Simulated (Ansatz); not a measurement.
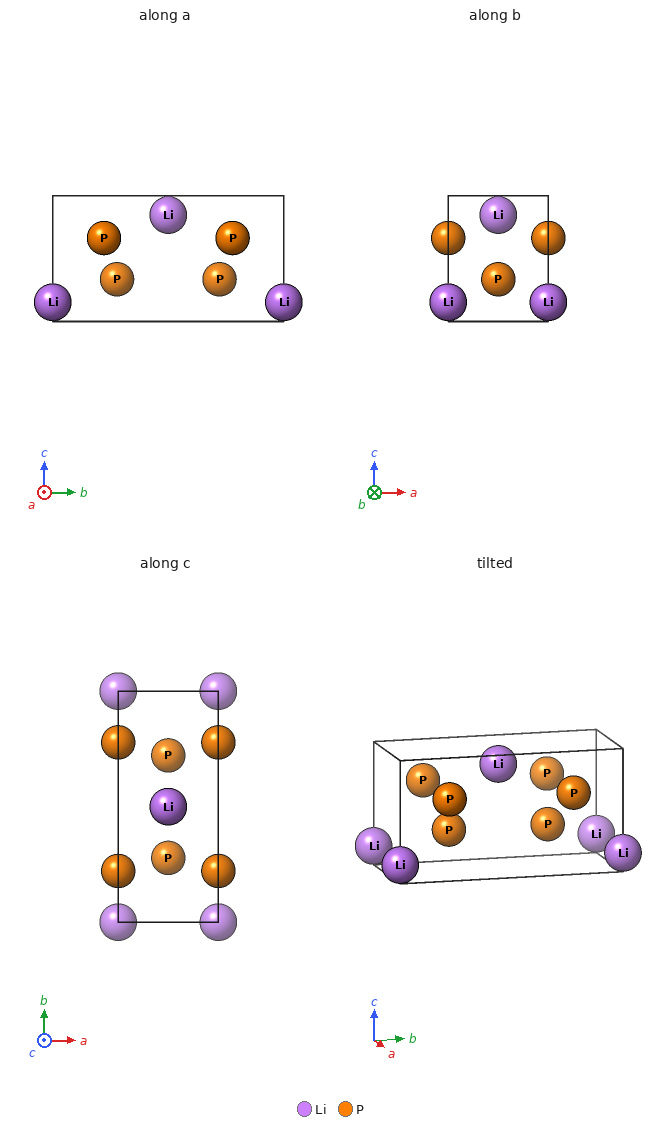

Figure: spheres-only view along the a axis, along the b axis, along the c axis and slightly off an axis. Atoms at the boundary of the conventional unit cell (the box) are drawn once for each face, edge or corner they touch.

Lattice parameters: a = 3.315 Å, b = 7.647 Å, c = 4.157 Å, α = 90.00°, β = 90.00°, γ = 90.00°. Put a along x and b in the xy plane.

Turn the picture into a POSCAR file, with free fractional coordinates to two decimals.

Answer.
```
Li P
1.0
     3.315    0.000    0.000
     0.000    7.647    0.000
     0.000    0.000    4.157
Li P
2 4
Direct
  0.50 0.50 0.85
  0.00 0.00 0.15
  0.00 0.78 0.66
  0.00 0.22 0.66
  0.50 0.72 0.34
  0.50 0.28 0.34
```

The initial geometry was a random cell made by a generator, so it need not be a real form of the compound. This is the structure after a relaxation with Ansatz, DFT PBE, scalar-relativistic, plane waves, PAW.
